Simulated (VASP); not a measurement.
Band structure of AgI (zinc blende). All values below come from RPBE GGA, VASP's PBE PAW potentials (set 64) (plane waves; VASP).

Unless said otherwise, spin-orbit coupling is left out, though it shifts the bands of the heavy elements here.

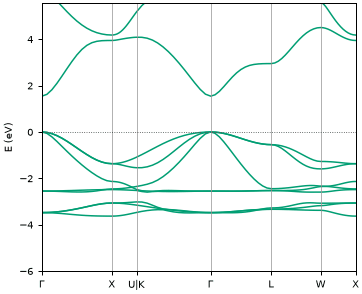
Figure. Bands along high-symmetry lines, zero at the valence-band maximum or, without a gap, the Fermi level

Read the plot: is there a gap, and where are the band edges?

The gap is direct, 1.55 eV, from the valence maximum at Γ to the conduction minimum at Γ. (Edges off the drawn lines would not show.)

The compound is AgI in the zinc blende structure, whereas wurtzite is the usual form. It was relaxed first, which changed the volume by +14 %.
